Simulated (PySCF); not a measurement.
# RuH$_{2}$O$_{3}$: frequency calculation

System: RuH$_{2}$O$_{3}$, multiplicity 3.
Method: UKS-based PBE0, Ru def2-TZVP with ECP28, O def2-TZVP, H def2-TZVP; non-relativistic Hamiltonian with a scalar-relativistic core potential; density fitting (PySCF 2.14.0).

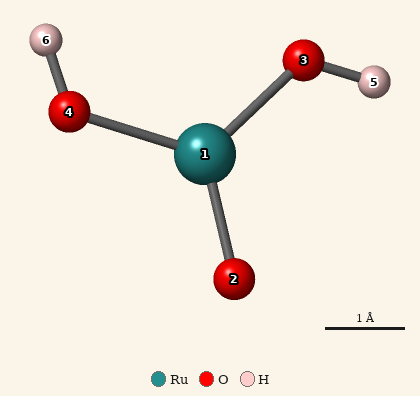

Figure 1. The structure (ball-and-stick view, seen at a tilt; atoms are numbered from 1 in the order of the input). Sticks mark near contacts. Bond lengths as drawn: H–O 0.96 Å and O–Ru 1.65 to 1.86 Å.

Summary:

| quantity | value |
| --- | --- |
| outcome | converged |
| total energy | −321.607222 hartree |
| ⟨S²⟩ | 2.012 |
| zero-point energy | 0.027317 hartree |
| dipole moment | 2.29 D |
| wavenumbers, lowest and highest | 432i and 3889 cm⁻¹ |
| hardware | 4 threads of Arm Neoverse N1, 24 GiB of memory available, shared host |
| wall time | 4.9 min (CPU time 16 min) |
| peak memory | 2 GiB |

Input:
```python
from pyscf import gto, scf, dft
mol = gto.M(atom='''
Ru     0.033273     0.002307     0.000000
O      1.679493    -0.011627     0.000000
O     -0.921509     1.598006     0.000000
O     -0.817191    -1.643685     0.000000
H     -0.485494     2.454484     0.000000
H     -1.775682    -1.723138     0.000000''',
    basis={'Ru': 'def2-TZVP', 'O': 'def2-TZVP', 'H': 'def2-TZVP'},
    ecp={'Ru': 'def2-TZVP'},
    charge=0, spin=2)
mf = dft.UKS(mol, xc='PBE0')
mf.grids.atom_grid = (75, 302)
aux = {'Ru': 'def2-universal-JKFIT', 'O': 'def2-universal-JKFIT', 'H': 'def2-universal-JKFIT'}
mf = mf.density_fit(auxbasis=aux)
mf.conv_tol = 1e-09
mf.diis_space = 10
mf.max_cycle = 60
mf.verbose = 4
mf.kernel()
```

The script is an equivalent of the set-up of the self-consistent field. The run itself was carried out by a driver, which started from the orbitals of the step before it where there was one and computed the further properties.

Command:
```bash
OMP_NUM_THREADS=4 python axn.py task.json out
```

What the program printed:
```
init E= -321.607221694546
  alpha nocc = 22  HOMO = -0.256629980990881  LUMO = -0.0735988936476219
  beta  nocc = 20  HOMO = -0.254757072093867  LUMO = -0.11490157325315
  HOMO = -0.254757072094  LUMO = -0.114901573253  gap/eV = 3.80566
cycle= 1 E= -321.60722169452  delta_E= 2.54e-11  |g|= 9.5e-06  |ddm|= 7.11e-06
  alpha nocc = 22  HOMO = -0.256629660442834  LUMO = -0.0735987691369698
  beta  nocc = 20  HOMO = -0.254756418766458  LUMO = -0.114901399524715
  HOMO = -0.254756418766  LUMO = -0.114901399525  gap/eV = 3.80565
Extra cycle  E= -321.60722169438  delta_E= 1.4e-10  |g|= 2.17e-05  |ddm|= 1.59e-05
converged SCF energy = -321.60722169438  <S^2> = 2.0116025  2S+1 = 3.0077251
```

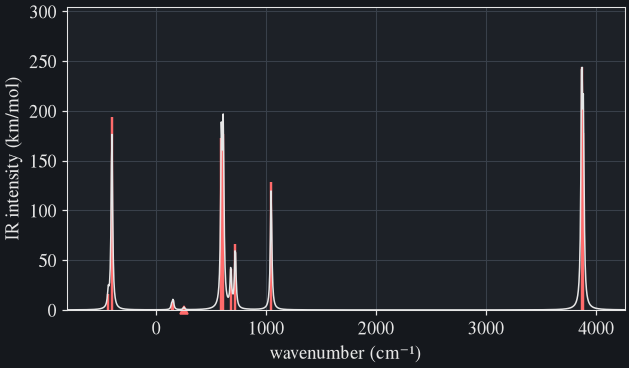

Figure 2. Harmonic infrared spectrum, unscaled: sticks (degenerate modes added up, dark ones marked on the axis) with a Lorentzian envelope of 16 cm⁻¹ full width, scaled to the tallest stick; imaginary modes are drawn at negative wavenumbers. 12 modes from 432i to 3889 cm⁻¹, 2 imaginary beyond 8i (432i, 399i cm⁻¹): not a minimum. The strongest line is at 3874 cm⁻¹ (244 km/mol). All modes, in cm⁻¹ (km/mol): 432i (15.7), 399i (194), 145 (5.3), 158 (10.0), 257 (2.7), 597 (173), 614 (177), 683 (41), 723 (66), 1049 (129), 3874 (244), 3889 (178).

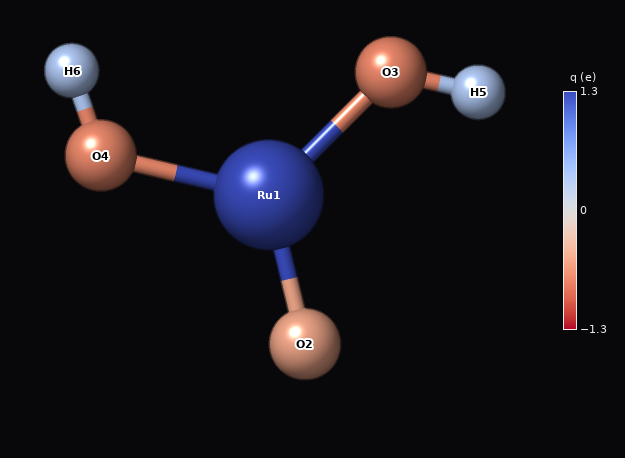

Figure 3. Mulliken charges, as the colour of each atom (ball-and-stick view, seen on its broad side; atoms are numbered from 1 in the order of the input; Mulliken charges depend strongly on the basis). By element: Ru +1.28, O −0.74 to −0.52 and H +0.35 e.
